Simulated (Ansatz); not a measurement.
**VGe3: one run, from forces to fields**

Aim: for VGe3, a database entry, slightly rescaled, find gap or metal, charges, bonding, and the stress on the cell. The atoms and the cell stay fixed.

Program: Ansatz 0.2.0. Level of theory: DFT, r2SCAN, no spin polarisation, plane waves, PAW. These are calculated values, not measurements.

### Step 1. The system as given

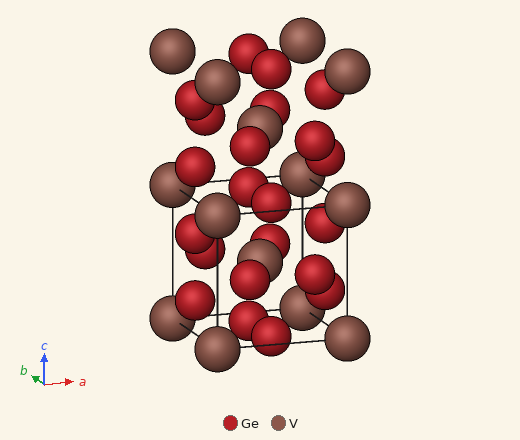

The structure slightly off an axis: germanium red, vanadium brown. 1×1×2 cells are drawn.

It takes space group Pm-3n (No. 223, cubic). Conventional cell: a = 4.812 Å, b = 4.812 Å, c = 4.812 Å, α = 90.00°, β = 90.00°, γ = 90.00°. Ge (site symmetry -4m2) is surrounded by 2 Ge at 2.41 Å and 4 V at 2.69 Å. Around V (site symmetry m-3) lie 12 Ge at 2.69 Å.

Coordinates:

```
CELL_PARAMETERS angstrom
4.81175 0.00000 0.00000
0.00000 4.81175 0.00000
0.00000 0.00000 4.81175
ATOMIC_POSITIONS crystal
Ge 0.25000 0.00000 0.50000
Ge 0.50000 0.75000 0.00000
Ge 0.75000 0.00000 0.50000
Ge 0.50000 0.25000 0.00000
Ge 0.00000 0.50000 0.75000
Ge 0.00000 0.50000 0.25000
V 0.00000 0.00000 0.00000
V 0.50000 0.50000 0.50000
```

The run starts from a saved solution of this cell (checkpoint.read), perhaps found on another mesh.

### Step 2. The run

File input.yaml:

```yaml
crystal:
  lattice:
    - [4.811755, 0.0, 0.0]
    - [0.0, 4.811755, 0.0]
    - [0.0, 0.0, 4.811755]
  atoms:
    - { symbol: Ge, position: [0.25, 0.0, 0.5] }
    - { symbol: Ge, position: [0.5, 0.75, 0.0] }
    - { symbol: Ge, position: [0.75, 0.0, 0.5] }
    - { symbol: Ge, position: [0.5, 0.25, 0.0] }
    - { symbol: Ge, position: [0.0, 0.5, 0.75] }
    - { symbol: Ge, position: [0.0, 0.5, 0.25] }
    - { symbol: V, position: [0.0, 0.0, 0.0] }
    - { symbol: V, position: [0.5, 0.5, 0.5] }
  symmetry: { tolerance: 0.0003 }
kpoints:
  mp_grid: { grid: [7, 7, 7], shift: [0, 0, 0] }
  band_path:
    path:
      - [0.0, 0.0, 0.0]
      - [0.0, 0.5, 0.0]
      - [0.5, 0.5, 0.0]
      - [0.0, 0.0, 0.0]
      - [0.5, 0.5, 0.5]
      - [0.0, 0.5, 0.0]
      - [0.5, 0.5, 0.5]
      - [0.5, 0.5, 0.0]
    npoints: 8
magnetization:
  spin_polarized: false
scf:
  occupations: { method: fermi_dirac }
  lower_state_search: "off"
  max_iter: 200
hamiltonian:
  pseudopotentials: { kind: paw }
  xc: r2scan
basis:
  ecutwfc: 500
  fft_grid_basis: typed
output:
  forces: true
  stress: true
  eigenvalues: true
  bader: true
  populations: true
  elf: true
  write_potential: true
  volumetric_format: npy
  dos:
    e_range: [-12, 8]
    de: 0.05
    projected: { site_lists: { Ge: [Ge], V: [V] } }
  write_density: true
checkpoint:
  read: saved_state
```

On the command line:

```sh
> ansatz run input.yaml --threads 1 --pin off --max-ram 2560MiB --backend cpu --events-out ev --progress --plain --runs-dir out
```

Log:

```text
Warning: RAYON_NUM_THREADS=1 ignored (pool sized by the plan → 1); use --threads N
Engine: ansatz 0.2.0, x86_64-unknown-linux-gnu
Pseudopotentials: kind: paw
Pseudopotential: Ge, paw, valence charge 14, recommended cutoff 500 eV (meta_gga), Ge.paw.azcp
Pseudopotential: V, paw, valence charge 13, recommended cutoff 500 eV (meta_gga), V.paw.azcp
Functional definition: r2SCAN
  parameter k0 = 0.174
  parameter k1 = 0.065
  parameter a1 = 4.9479
  exchange = r2scan_x(k0 = k0, k1 = k1, a1 = a1)
  correlation = r2scan_c
Crystal: 8 atoms, lattice volume = 111.406 Å³
Basis set: ecut = 500 eV, 2801 PW (Γ), exchange–correlation on 144×144×144 points (64 copies of the dense FFT grid, shifted against one another)
Bands: 66, of which v1, the nominal top of the filled ones, is band 55 counted from 1 (54 counted from 0)
Symmetry: 48 space group operations
Space group: Pm-3n (ITA 223), of the structure as read, at distance tolerance 1.4e-3 Å
k-points: 20 of 343
Non-local potential: Ge, projectors of the file, l = 0: 2, l = 1: 2, l = 2: 3, l = 3: 1
Non-local potential: V, projectors of the file, l = 0: 3, l = 1: 2, l = 2: 3, l = 3: 1
PAW form: soft (Blöchl's): semilocal exchange-correlation on the pseudo side does not see the compensation charge
PAW frozen core: Ge, regenerated for the run's functional (the file was generated under x = pbe(κ = 0.804, μ = 0.2195149727645171), c = pbe(β = 0.06672455060314922))
PAW frozen core: V, regenerated for the run's functional (the file was generated under x = pbe(κ = 0.804, μ = 0.2195149727645171), c = pbe(β = 0.06672455060314922))
PAW one-centre angular grid: Ge, 590 points (default); XC on 160 Gauss nodes
PAW one-centre angular grid: V, 590 points (default); XC on 160 Gauss nodes
Initial density: read from a saved state, or passed on in memory by an earlier SCF of this step, an earlier step, the calling program or the single point that the run made first
Initial wavefunctions: pseudopotential atomic-orbital guess
Functional: x = r2scan, c = r2scan; τ floored in thin density (d = 2e-4 eV/Å³)
iter 1 solved again at ethr=1.31e-6 eV; its pass at ethr=3.10e-3 eV (dr2=1.44e-3 eV) is discarded
SCF iter   1: F=-31647.923668 eV  HF=-31647.919071 eV  |F-HF|=4.60e-3  |Δ(HF+E_count)|=         —  Δρ=2.02e-3  dr2=1.32e-3  dr2_τ=2.37e-3  ethr=1.31e-6  ⟨swp⟩=2.0  Hψ=6308  notcnv=0
preconditioner: auto → Kerker (q_TF=auto, 2.723 Å⁻¹)  [metal: Δε(μ)=0.023 eV  Ē_g=20.637 eV  σ=0.100 eV  W_gap=0.06  n_scr=32 (ndim 8)  ℏωp=34.1 eV  f_vac=0.000  D(μ)=9.32/eV (n_scr^D=92)]
SCF iter   2: F=-31647.924102 eV  HF=-31647.923492 eV  |F-HF|=6.10e-4  |Δ(HF+E_count)|=   4.42e-3  Δρ=1.33e-3  dr2=6.48e-4  dr2_τ=4.70e-5  ethr=1.20e-6  ⟨swp⟩=2.0  Hψ=2523  notcnv=0
SCF iter   3: F=-31647.923984 eV  HF=-31647.924246 eV  |F-HF|=2.62e-4  |Δ(HF+E_count)|=   7.54e-4  Δρ=4.87e-4  dr2=3.08e-4  dr2_τ=1.37e-5  ethr=5.89e-7  ⟨swp⟩=2.0  Hψ=2480  notcnv=0
SCF iter   4: F=-31647.924199 eV  HF=-31647.924213 eV  |F-HF|=1.38e-5  |Δ(HF+E_count)|=   3.29e-5  Δρ=2.24e-4  dr2=4.24e-5  dr2_τ=3.09e-6  ethr=2.80e-7  ⟨swp⟩=2.0  Hψ=1560  notcnv=0
SCF iter   5: F=-31647.924232 eV  HF=-31647.924228 eV  |F-HF|=3.89e-6  |Δ(HF+E_count)|=   1.49e-5  Δρ=8.41e-5  dr2=4.81e-6  dr2_τ=3.11e-7  ethr=3.86e-8  ⟨swp⟩=2.4  Hψ=1827  notcnv=0
SCF iter   6: F=-31647.924234 eV  HF=-31647.924233 eV  |F-HF|=7.50e-7  |Δ(HF+E_count)|=   4.57e-6  Δρ=3.40e-5  dr2=1.12e-6  dr2_τ=5.74e-8  ethr=4.38e-9  ⟨swp⟩=2.0  Hψ=1664  notcnv=0
SCF iter   7: F=-31647.924234 eV  HF=-31647.924234 eV  |F-HF|=1.37e-8  |Δ(HF+E_count)|=   9.93e-7  Δρ=1.15e-5  dr2=1.63e-7  dr2_τ=4.05e-9  ethr=1.01e-9  ⟨swp⟩=2.0  Hψ=1664  notcnv=0
SCF iter   8: F=-31647.924234 eV  HF=-31647.924234 eV  |F-HF|=1.60e-9  |Δ(HF+E_count)|=   1.04e-7  Δρ=2.52e-6  dr2=6.33e-9  dr2_τ=2.12e-10  ethr=9.09e-11  ⟨swp⟩=7.0  Hψ=6586  notcnv=0
SCF 1 converged in 8 iterations: F = -31647.924234 eV  dr2 = 6.33e-9
NSCF: frozen V_eff on 57 k-points
SCF converged after 8 iterations
Free energy (F): -31647.924234 eV
Harris-Foulkes:  -31647.924234 eV  (|F-HF|=1.60e-9)
Internal energy: -31647.630832 eV  (E = F + TS)
E sigma→0 (E₀):  -31647.777533 eV
Entropy (-TS):   -0.293402 eV (-36.675 meV/atom)
Fermi energy:    16.195156 eV
--- Per-component energies (eV) ---
  E_band       = -666.555203
  E_kinetic    = 1362.514735
  E_local      = -13162.569870  (includes V_loc(G=0)·N_el)
  E_nonlocal   = 2432.320102
  E_hartree    = 5902.482862
  E_xc         = -679.061247
  E_vxc        = -793.699500  (∫ρ·V_xc dr)
  E_paw        = -14446.057554  (= ΣΔE_a)
  E_vpaw       = -2359.123254  (= ΣTr[D̂ρ^β])
  E_aug_tail   = 0.000468  (compensation charges beyond the density's cutoff)
  E_vtau       = 49.040621  (kinetic-family band-sum trace: ∫τ·v_τ [+ j·A + Jᵃ·Aᵃ] dr)
  E_ewald      = -13050.214172
  E_core_change = -7.046156  (= ΣΔE_core)
  E_smearing   = -0.293402  (= −TS)
  E_closure    = -0.000000  (closes the sum)
  Σ components = -31647.924234   (vs F -31647.924234, Δ=0.00e0)
--- Forces (eV/Å), atoms counted from 1 ---
  atom   1  Ge    -0.00000000     0.00000000     0.00000000
  atom   2  Ge    -0.00000000    -0.00000000     0.00000000
  atom   3  Ge    -0.00000000    -0.00000000     0.00000000
  atom   4  Ge     0.00000000    -0.00000000     0.00000000
  atom   5  Ge     0.00000000     0.00000000    -0.00000000
  atom   6  Ge     0.00000000     0.00000000    -0.00000000
  atom   7  V      0.00000000     0.00000000     0.00000000
  atom   8  V      0.00000000     0.00000000    -0.00000000
  max |Σ_I F_I| component: 8.96e-17 eV/Å
--- Stress (GPa, compression-positive) ---
       18.051232       0.000000       0.000000
        0.000000      18.051232       0.000000
        0.000000       0.000000      18.051232
  P = ⅓ Tr σ = 18.0512 GPa (180.512 kbar)
--- Band table (eV; the first three rows and the last of 20) ---
  k-point 0: bands = ["-50.3993", "-50.3985", "-23.1684", "-23.1684", "-23.1684", "-23.1617", "-23.1617", "-23.1617", "-9.6245", "-9.6136", "-9.6136", "-9.4518", "-9.4518", "-9.4518", "-9.3627", "-9.3627", "-9.3627", "-9.3273", "-9.2792", "-9.2792", "-9.2730", "-9.2727", "-9.2727", "-9.2727", "-9.2264", "-9.2264", "-9.2264", "-9.1779", "-9.1779", "-9.1601", "-9.1601", "-9.1601", "-9.1568", "-9.1568", "-9.1568", "-9.0454", "-9.0454", "-9.0454", "0.8004", "5.6263", "5.6263", "8.4846", "8.4846", "8.4846", "11.2375", "11.2375", "11.2938", "13.1340", "13.1340", "13.1340", "13.7683", "13.7683", "13.7683", "15.7734", "15.7734", "15.7734", "17.0713", "17.0713", "17.0713", "18.1212", "18.1212", "18.1329", "18.1329", "20.7563", "20.7563", "20.7563"]
  k-point 1: bands = ["-50.3992", "-50.3986", "-23.1684", "-23.1681", "-23.1681", "-23.1623", "-23.1620", "-23.1620", "-9.6212", "-9.6138", "-9.5882", "-9.4508", "-9.4455", "-9.4455", "-9.3709", "-9.3581", "-9.3581", "-9.3233", "-9.2780", "-9.2762", "-9.2750", "-9.2750", "-9.2728", "-9.2690", "-9.2279", "-9.2251", "-9.2251", "-9.1848", "-9.1829", "-9.1702", "-9.1702", "-9.1590", "-9.1590", "-9.1564", "-9.1528", "-9.0734", "-9.0439", "-9.0439", "0.9400", "5.0888", "5.7587", "8.5901", "8.5901", "8.7378", "10.3909", "11.2763", "11.8264", "12.2095", "12.2095", "13.2404", "14.7313", "14.7313", "14.8354", "15.6148", "15.8262", "15.8262", "16.0283", "17.0127", "17.0127", "18.0571", "18.0985", "18.2091", "18.9008", "20.7598", "21.0243", "21.0243"]
  k-point 2: bands = ["-50.3991", "-50.3986", "-23.1681", "-23.1670", "-23.1670", "-23.1639", "-23.1628", "-23.1628", "-9.6194", "-9.6146", "-9.5100", "-9.4458", "-9.4315", "-9.4315", "-9.3904", "-9.3430", "-9.3430", "-9.3120", "-9.2789", "-9.2789", "-9.2749", "-9.2749", "-9.2713", "-9.2598", "-9.2321", "-9.2226", "-9.2226", "-9.2014", "-9.2014", "-9.1959", "-9.1919", "-9.1605", "-9.1605", "-9.1517", "-9.1508", "-9.1478", "-9.0407", "-9.0407", "1.3551", "4.0223", "6.1558", "8.7525", "8.9016", "8.9016", "9.6467", "11.1525", "11.1525", "11.2814", "12.9553", "13.5496", "14.7897", "15.1858", "15.7241", "15.7241", "16.0709", "16.0709", "16.5184", "16.9521", "16.9521", "18.0293", "18.0549", "18.6323", "19.5322", "20.3316", "20.3316", "20.7820"]
  k-point 19: bands = ["-50.3988", "-50.3988", "-23.1681", "-23.1671", "-23.1671", "-23.1651", "-23.1651", "-23.1641", "-9.4024", "-9.3982", "-9.3982", "-9.3438", "-9.3396", "-9.3396", "-9.3303", "-9.3303", "-9.3252", "-9.3091", "-9.3091", "-9.2933", "-9.2917", "-9.2917", "-9.2840", "-9.2840", "-9.2571", "-9.2549", "-9.2372", "-9.2372", "-9.2367", "-9.2300", "-9.2242", "-9.2242", "-9.2160", "-9.2116", "-9.2116", "-9.2056", "-9.2053", "-9.2053", "4.2798", "4.8899", "4.8899", "5.7910", "5.7910", "6.0076", "9.6368", "9.7104", "14.6423", "14.6423", "14.7833", "14.7833", "15.4456", "15.5702", "15.5702", "15.9725", "15.9725", "16.2732", "17.3732", "17.9062", "17.9062", "19.2450", "19.2450", "19.2474", "20.0619", "20.0619", "20.4676", "20.9155"]
--- Löwdin populations: 8 sites ---
  site symbol       q [e]
     0     Ge     14.0890
     1     Ge     14.0890
     2     Ge     14.0890
     3     Ge     14.0890
     4     Ge     14.0890
     5     Ge     14.0890
     6      V     12.5191
     7      V     12.5191
  spilling = 0.003891 (of n_electrons = 110.000000)
--- Bader charges: 8 sites ---
  site symbol  charge [e]  shift [e]
     0     Ge     -0.2921     0.0029
     1     Ge     -0.2921     0.0029
     2     Ge     -0.2921     0.0029
     3     Ge     -0.2921     0.0029
     4     Ge     -0.2921     0.0029
     5     Ge     -0.2921     0.0029
     6      V      0.8762     0.0086
     7      V      0.8762     0.0086
  estimated error of the sums over rays = 5.9e-4 e
```

Run time: 95 s. Hardware: 1 thread of an x86-64 CPU, shared host; peak memory 0.81 GiB.

### Step 3. Forces and stress

All forces vanish by the symmetry of the sites.

Principal stresses (compression positive): 18.05, 18.05, 18.05 GPa; their mean, the pressure, is 18.05 GPa.

### Step 4. Bands along the path

bands.tsv at the labelled points (eV, zero at the Fermi level):

```
point  band 55  band 56  band 57  band 58  band 59  band 60
    Γ    -0.42    -0.42     0.88     0.88     0.88     1.93
    X     0.08     0.08     1.59     1.59     1.61     1.61
    M     0.11     0.31     0.97     2.03     2.31     2.31
    Γ    -0.42    -0.42     0.88     0.88     0.88     1.93
    R    -0.28    -0.28     2.31     2.31     2.31     2.31
    X     0.08     0.08     1.59     1.59     1.61     1.61
    R    -0.28    -0.28     2.31     2.31     2.31     2.31
    M     0.11     0.31     0.97     2.03     2.31     2.31
```

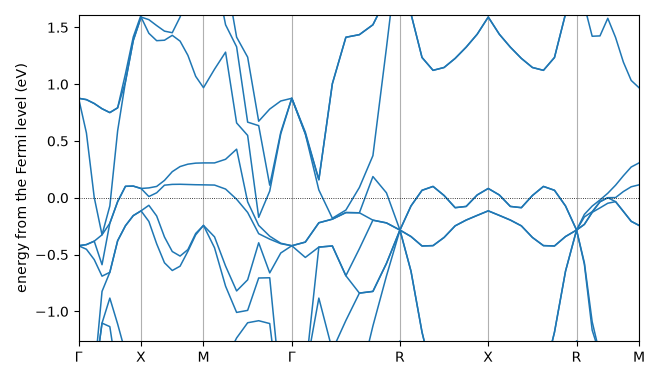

Bands along the path (those far from the Fermi level are not drawn).

### Step 5. Total and projected density of states

Counts of states in windows (eV from the Fermi level; tetrahedra), total and projected:

```csv
from,to,total,Ge s,Ge p,V d
-4.5,-4.0,1.31,0.23,0.84,0.19
-4.0,-3.5,1.74,0.23,1.15,0.31
-3.5,-3.0,1.53,0.13,1.01,0.35
-3.0,-2.5,2.10,0.13,1.31,0.60
-2.5,-2.0,1.43,0.09,0.73,0.56
-2.0,-1.5,2.37,0.22,1.01,1.05
-1.5,-1.0,1.15,0.10,0.43,0.59
-1.0,-0.5,1.42,0.20,0.47,0.67
-0.5,0.0,4.33,0.26,1.18,2.70
0.0,0.5,3.02,0.15,0.63,2.13
0.5,1.0,1.19,0.19,0.39,0.55
1.0,1.5,2.29,0.45,0.51,1.27
1.5,2.0,2.70,0.40,0.53,1.69
2.0,2.5,2.13,0.26,0.50,1.25
```

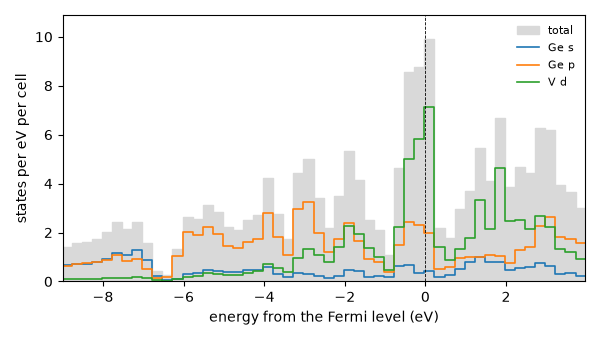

Total and projected density of states, in bins of 0.25 eV.

### Step 6. How the electrons are shared

Gathered by element (positive charge: electrons given up): Löwdin charges also hold the electrons that the projection spills.

```
element  atoms  Bader charge (e)  Bader volume (Å³)  Löwdin charge (e)
     Ge      6             -0.29               15.1              -0.09
      V      2             +0.88               10.4              +0.48
```

Löwdin charges rest on a small set of atomic orbitals that misses 0.4 % of the electrons, so they need not add up to the cell's charge and can differ from Bader's even in sign.

### Step 7. Fields in real space

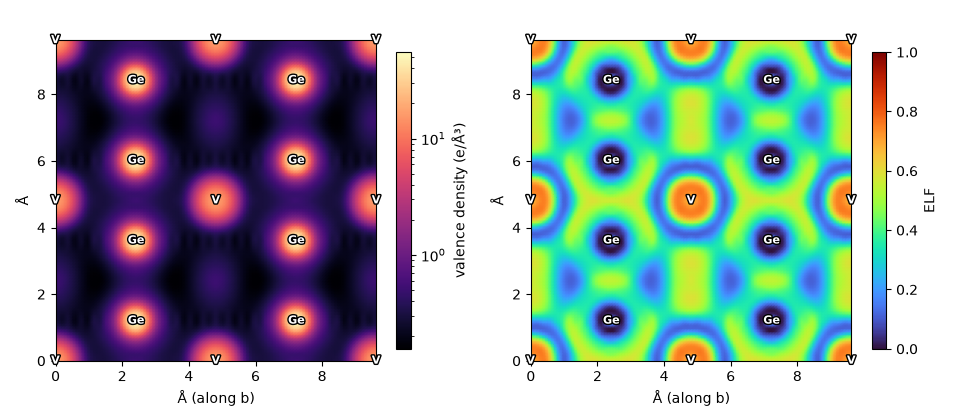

Valence density (left, log scale) and ELF (right) in the plane spanned by b and c at height 0.000 along a (axes of the input's cell); atoms within 0.2 Å are lettered, 2×2 cells. Inside the augmentation spheres the fields are the smooth ones.

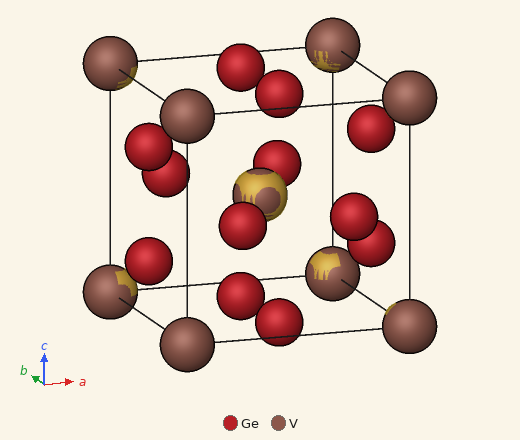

Surface of ELF = 0.68 in one cell.

Along short contacts, where the density is least:

```
contact  length (Å)  minimum at (fraction)  density (e/Å³)   ELF
Ge1–Ge3       2.406                   0.50           0.475  0.56
 Ge1–V7       2.690                   0.53           0.292  0.35
```

### Step 8. What came out

| quantity | value |
| --- | --- |
| largest force | 0.000 eV/Å |
| pressure | 18.1 GPa |
| formation energy (elements from separate runs) | 0.47 eV/atom |
| character | metal |
| density of states, mean within 0.25 eV of the Fermi level | 9.3 per eV per cell |
| Bader charges | Ge -0.29, V +0.88 e |

What this shows: Bands cross the Fermi level: a metal; within 0.25 eV of the Fermi level the density of states averages 9.3 per eV per cell, mostly V d (69 %) and Ge p (23 %). Set against separate runs on the elements (Ge diamond, V bcc), it forms at 0.47 eV per atom, so at this geometry it is not bound against them. V loses most charge (+0.88 e on average) and Ge gains most (-0.29 e). The pressure of 18.1 GPa says the cell is too small.

Limits of this run: no spin polarisation, so a magnetic state may lie lower.
